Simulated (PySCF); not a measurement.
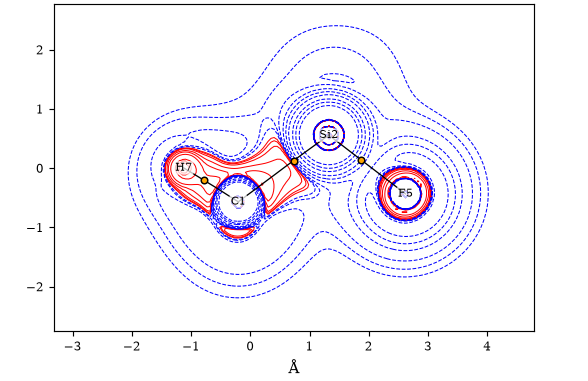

*C₃H₉FSi, SMILES `C[Si](C)(C)F`. Negative Laplacian of the density (−∇²ρ) in the plane of C1, Si2, F5 and H7 (solid red lines positive, dashed blue lines negative, contours at ±0.02 to ±8 a.u.), with bond paths and bond critical points (dots).*

PySCF calculation, PBE0/def2-TZVP, gas phase; geometry: GFN2-xTB. No frequency check shows the geometry to be a minimum.

Input

```python
import numpy as np
from pyscf import gto, scf, dft
from pyscf.scf import atom_ks, atom_hf
from scipy.linalg import block_diag

def solve(mol, dm0=None, hcore=None):
    mf = (dft.UKS if mol.spin else dft.RKS)(mol, xc='pbe0')
    mf.grids.level = 3
    mf = mf.density_fit(auxbasis='def2-universal-jkfit')
    mf.conv_tol, mf.max_cycle = 1e-8, 80
    if hcore is not None:
        mf.get_hcore = lambda *args: hcore
    mf.kernel(dm0)
    if not mf.converged:
        mf = mf.newton().run(mf.mo_coeff, mf.mo_occ, max_cycle=30)
    assert mf.converged, 'SCF not converged'
    return mf

mol = gto.M(atom='''
C     -0.91164     1.57918    -0.51458
Si     0.00054     0.00006     0.00997
C     -0.91572    -1.57708    -0.51357
C      1.82170    -0.00172    -0.52253
F      0.00673     0.00026     1.64089
H     -0.40837     2.46496    -0.13509
H     -0.98414     1.66274    -1.59429
H     -1.92617     1.59147    -0.13012
H     -0.40038    -2.46515    -0.15920
H     -1.92141    -1.59866    -0.10370
H     -0.99928    -1.65483    -1.59286
H      1.92559     0.02841    -1.60243
H      2.34763     0.85814    -0.11766
H      2.33238    -0.89247    -0.16814
''', basis='def2-tzvp', charge=0, spin=0, verbose=4)
mf = solve(mol)
mf.analyze()
# spherically averaged free atoms, for the promolecule
atm = atom_ks.get_atm_nrks(mol, xc='pbe0')
pro = block_diag(*[(atm[a[0]][2] * atm[a[0]][3]) @ atm[a[0]][2].T for a in mol._atom])
np.savez('result.npz', e=mf.e_tot, c=mf.mo_coeff, occ=mf.mo_occ, eps=mf.mo_energy, pro=pro, dip=mf.dip_moment(verbose=0), s2=mf.spin_square()[0])
```

Run with:

```sh
OMP_NUM_THREADS=1 python input.py
```

The run took 55 s on 1 thread of Arm Neoverse N1, with other jobs on the host, peak memory 0.81 GiB.

Partitions, critical points and surface values were worked out afterwards from this run's density.

At which bond critical points in this plane is charge locally concentrated, and at which depleted?

Concentrated (∇²ρ < 0): C1–H7 (−0.92 a.u.). Depleted (∇²ρ > 0): Si2–F5 (+0.87 a.u., H = −0.037); C1–Si2 (+0.14 a.u., H = −0.074). A positive Laplacian with clearly negative H marks a strongly polar covalent bond, whose critical point lies close to the core of the less electronegative atom.

Where along C1–H7 does the critical point lie?

0.69 Å from C1 and 0.39 Å from H7.
